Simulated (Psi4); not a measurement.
**PBE/def2-SVPD run of BH2ClO (SMILES OBCl)**

Aim: the energy change on altering one bond length of BH2ClO at PBE/def2-SVPD, from 2 runs. 

The results are computed with Psi4 1.11.

2 further runs of the same task are left out: 2 that didn't finish.

**1. Starting point**

The species is BH2ClO (5 atoms), meant as a singlet with charge 0. As SMILES, `OBCl`. The coordinates come from a PBE0-D4/def2-TZVP relaxation. This is one conformer, not always the lowest.

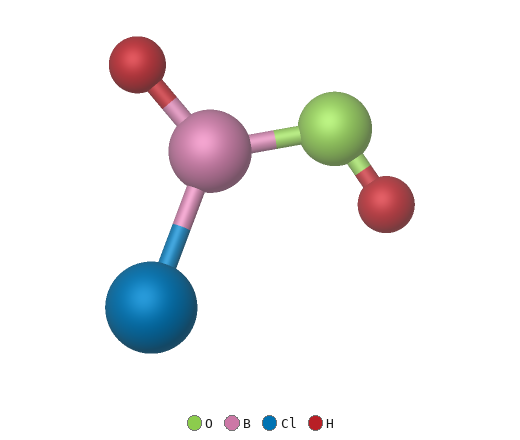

The structure, seen from a chosen angle (oxygen green, boron pink, chlorine blue, hydrogen red).

**2. The energy at PBE/def2-SVPD**

bclh2o.xyz

```xyz
5
BClH2O
O     -0.863300    -0.618600    -0.002900
B      0.379000    -0.137200     0.137900
Cl     0.788600     1.496000    -0.395300
H     -1.477700     0.001200    -0.409700
H      1.223300    -0.815100     0.628600
```

calc.py

```python
import psi4

psi4.set_memory(1600000000)
psi4.set_num_threads(1)
psi4.set_output_file('psi4.out', False)

with open('bclh2o.xyz') as f:
    atoms = ''.join(f.readlines()[2:])
m = psi4.geometry('0 1\n' + atoms + 'symmetry c1')

psi4.set_options({
    'puream': True,
    'e_convergence': 1e-09,
    'd_convergence': 1e-08,
    'scf_type': 'pk',
    'dft_radial_points': 99,
    'dft_spherical_points': 590,
})

energy_value = psi4.energy('pbe/def2-SVPD')
print(f'total energy {energy_value:.8f} hartree = {energy_value * 27.211386:.5f} eV')
```

Command:

```
$ python calc.py
```

psi4.out:

```text
[...]
  Running in c1 symmetry.
[...]
  Nuclear repulsion =   84.721670096920292
[...]
  Multiplicity = 1
[...]
  Nalpha       = 16
  Nbeta        = 16
[...]
    Number of basis functions: 86
[...]
   @RKS iter   1:  -560.80640264574015   -6.81420e-02   8.68311e-03 ADIIS/DIIS
[...]
   @RKS iter  11:  -561.04885069969112   -7.04858e-12   3.44499e-09 DIIS
[...]
    Orbital Energies [Eh]
    ---------------------
    Doubly Occupied:
       1A   -100.659863     2A    -18.813163     3A     -9.192756
       4A     -7.020591     5A     -7.015237     6A     -7.013384
       7A     -6.588217     8A     -0.966265     9A     -0.770572
      10A     -0.544124    11A     -0.434273    12A     -0.395959
      13A     -0.363956    14A     -0.319637    15A     -0.302845
      16A     -0.287462
[...]
  @RKS Final Energy:  -561.04885069969112
   => Energetics <=
    Nuclear Repulsion Energy =             84.7216700969202918
    One-Electron Energy =                -940.8556216001184112
    Two-Electron Energy =                 336.3963854848020674
    DFT Exchange-Correlation Energy =     -41.3112846812951062
    Empirical Dispersion Energy =           0.0000000000000000
    VV10 Nonlocal Energy =                  0.0000000000000000
    Total Energy =                       -561.0488506996911156
[...]
 Multipole Moments:
 ------------------------------------------------------------------------------------
     Multipole            Electronic (a.u.)      Nuclear  (a.u.)        Total (a.u.)
 ------------------------------------------------------------------------------------
 L = 1.  Multiply by 2.5417464519 to convert [e a0] to [Debye]
 Dipole X            :          0.9118714           -1.3289311           -0.4170597
 Dipole Y            :          2.0772790           -2.0113007            0.0659783
 Dipole Z            :         -0.5742590            0.4375798           -0.1366792
 Magnitude           :                                                    0.4438166
[...]
```

On the terminal:

```text
total energy -561.04885070 hartree = -15266.91684 eV
```

Run time: 8.4 s. Hardware: 1 thread of Intel Xeon 6975P-C (Granite Rapids), shared host; peak memory 0.96 GiB.

**3. The distorted shape, same level**

job.in

```
memory 1.6 GB

molecule {
  0 1
  O
  B 1 r2
  Cl 2 r3 1 a3
  H 1 r4 2 a4 3 d4
  H 2 r5 1 a5 4 d5

  r2 = 1.339731
  r3 = 1.766187
  a3 = 121.03681
  r4 = 0.962874
  a4 = 113.87792
  d4 = -0.00429
  r5 = 1.783199
  a5 = 119.80521
  d5 = -179.99981
  symmetry c1
}

set puream true
set e_convergence 1e-09
set d_convergence 1e-08
set scf_type pk
set dft_radial_points 99
set dft_spherical_points 590

energy_value, wavefunction = energy('pbe/def2-SVPD', return_wfn=True)
oeprop(wavefunction, 'WIBERG_LOWDIN_INDICES', 'MULLIKEN_CHARGES', 'QUADRUPOLE', title='PBE')
print_variables()
```

Command:

```
$ psi4 -n 1 job.in job.out
```

job.out:

```text
[...]
  Running in c1 symmetry.
[...]
  Nuclear repulsion =   83.011278996544846
[...]
  Multiplicity = 1
[...]
  Nalpha       = 16
  Nbeta        = 16
[...]
    Number of basis functions: 86
[...]
   @RKS iter   1:  -560.75114566161869   -9.58452e-02   8.68623e-03 DIIS/ADIIS
[...]
   @RKS iter  12:  -560.98609459023521   -8.98126e-12   6.80783e-09 DIIS
[...]
    Orbital Energies [Eh]
    ---------------------
    Doubly Occupied:
       1A   -100.672597     2A    -18.825842     3A     -9.205123
       4A     -7.033350     5A     -7.027362     6A     -7.025697
       7A     -6.631852     8A     -0.978916     9A     -0.781488
      10A     -0.552100    11A     -0.443196    12A     -0.383236
      13A     -0.374741    14A     -0.312384    15A     -0.309657
      16A     -0.264231
[...]
  @RKS Final Energy:  -560.98609459023521
   => Energetics <=
    Nuclear Repulsion Energy =             83.0112789965448457
    One-Electron Energy =                -937.1272367819545934
    Two-Electron Energy =                 334.3187857941084076
    DFT Exchange-Correlation Energy =     -41.1889225989339138
    Empirical Dispersion Energy =           0.0000000000000000
    VV10 Nonlocal Energy =                  0.0000000000000000
    Total Energy =                       -560.9860945902352114
[...]
 Multipole Moments:
 ------------------------------------------------------------------------------------
     Multipole            Electronic (a.u.)      Nuclear  (a.u.)        Total (a.u.)
 ------------------------------------------------------------------------------------
 L = 1.  Multiply by 2.5417464519 to convert [e a0] to [Debye]
 Dipole X            :          0.0001141           -0.0000516            0.0000625
 Dipole Y            :         -2.5595935            2.0192129           -0.5403806
 Dipole Z            :          1.1403895           -1.6320727           -0.4916832
 Magnitude           :                                                    0.7305913
 L = 2.  Multiply by 1.3450342976 to convert [e a0^2] to [Debye ang]
 Quadrupole XX       :        -19.0028800            0.0000001          -19.0028800
 Quadrupole XY       :          0.0010897           -0.0010330            0.0000567
[...]
  Mulliken Charges: (a.u.)
   Center  Symbol    Alpha    Beta     Spin     Total
       1     O     4.09925  4.09925  0.00000 -0.19850
       2     B     2.33837  2.33837  0.00000  0.32326
       3    CL     8.66559  8.66559  0.00000 -0.33118
       4     H     0.43492  0.43492  0.00000  0.13015
       5     H     0.46186  0.46186  0.00000  0.07627
   Total alpha = 16.00000, Total beta = 16.00000, Total charge = -0.00000
  Wiberg Bond Indices using Orthogonal Lowdin Orbitals:
[...]
```

Wall time 8.4 s (1 thread of Intel Xeon 6975P-C (Granite Rapids), shared host); peak memory 0.96 GiB.

**4. Summary of results**

Level: PBE/def2-SVPD.

| quantity | value |
| --- | --- |
| first shape: total energy | -561.04885 Eh |
| first shape: dipole moment | 1.13 D |
| first shape: HOMO energy | -7.82 eV |
| first shape: LUMO energy | -1.54 eV |
| first shape: HOMO–LUMO gap | 6.28 eV |
| distorted shape: total energy | -560.98609 Eh |
| distorted shape: dipole moment | 1.86 D |
| distorted shape: HOMO energy | -7.19 eV |
| distorted shape: LUMO energy | -1.74 eV |
| distorted shape: HOMO–LUMO gap | 5.45 eV |
| energy change with the B2–H5 bond stretched from 1.189 to 1.783 Å | 1.708 eV |

**Reading.** With the B2–H5 bond stretched from 1.189 to 1.783 Å the energy rises by 1.71 eV (39 kcal/mol). The first shape isn't relaxed at this level, so the change isn't measured from a minimum. Mulliken charges (distorted shape) run from -0.33 on Cl3 to +0.32 on B2; in a basis this large or diffuse they mean little.
